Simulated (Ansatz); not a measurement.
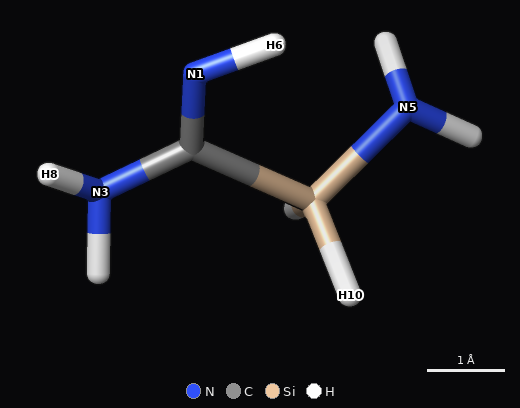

This is the input geometry for a relaxation of CH7N3Si (coarse preliminary run). The picture is a stick view, seen at a tilt.

The start comes from a force field.

Theory: RKS PBE-D4/def2-SVP in Ansatz.

The input:
```yaml
crystal:
  periodic: [false, false, false]
  atoms:
    - {symbol: N, position_ang: [-1.501000, -0.820900, 0.728500]}
    - {symbol: C, position_ang: [-0.274700, -0.844600, 0.509000]}
    - {symbol: N, position_ang: [0.378100, -1.961900, 0.865900]}
    - {symbol: Si, position_ang: [0.714900, 0.660500, -0.327600]}
    - {symbol: N, position_ang: [-0.519300, 1.726400, -0.975900]}
    - {symbol: H, position_ang: [-1.913400, 0.149300, 0.388200]}
    - {symbol: H, position_ang: [1.393500, -1.851200, 1.201700]}
    - {symbol: H, position_ang: [-0.107700, -2.541000, 1.481000]}
    - {symbol: H, position_ang: [1.471600, 0.244000, -1.433800]}
    - {symbol: H, position_ang: [1.471600, 1.406600, 0.665400]}
    - {symbol: H, position_ang: [-1.024800, 1.259600, -1.690800]}
    - {symbol: H, position_ang: [-0.011700, 2.518000, -1.377700]}
basis:
  gaussian: {orbitals: def2-SVP}
hamiltonian: {xc: pbe, dispersion: d4}
relax: {f_tol: 0.03, max_steps: 200}
```

Launched with:
```bash
ansatz run in.yaml --threads 4 --pin off --events-out ev --progress --plain --max-ram 10444MiB
```

Predict the outcome.

The atom that moves furthest after the best rigid fit is H9 (0.43 Å). By element the largest moves are H 0.43 Å, N 0.20 Å, C 0.08 Å, Si 0.04 Å. Among the contacts that change: Si4–H9 1.403 → 1.516 Å, N1–H6 1.108 → 1.034 Å, C2–Si4 1.986 → 1.919 Å, N3–H7 1.075 → 1.018 Å. Bond angles that change, for instance: Si4–N5–H12 105.4° → 118.5°, N5–Si4–H9 105.6° → 116.7°, Si4–N5–H11 109.8° → 119.0°. Over 9 accepted moves (10 points after the start) the energy falls by 75.9 kJ/mol. Largest force component: 5 eV/Å at the start, 0.028 eV/Å at the end. The line search rejected the trial step at point 6 of the run. The run took 15 s on 4 threads of Arm Neoverse V1 (shared host).

Final geometry:

```xyz
12

N    -1.5380   -0.6448    0.8075
C    -0.2746   -0.7764    0.5568
N     0.3890   -1.9346    0.8861
Si    0.7109    0.6215   -0.3138
N    -0.5091    1.6054   -1.0848
H    -1.8524    0.2721    0.4464
H     1.4068   -1.9636    0.8967
H    -0.1041   -2.6010    1.4863
H     1.7658    0.0122   -1.2153
H     1.4118    1.5158    0.6745
H    -1.0027    1.2339   -1.9009
H    -0.3264    2.6044   -1.2057
```

The end point in the same view:

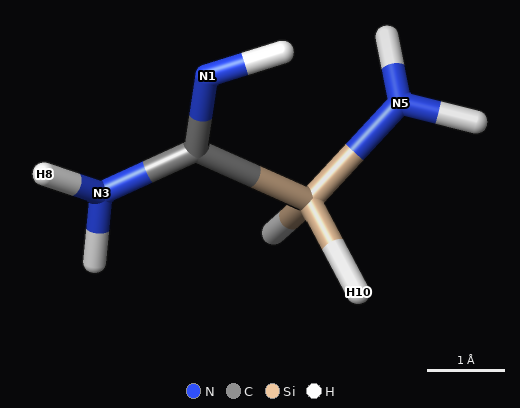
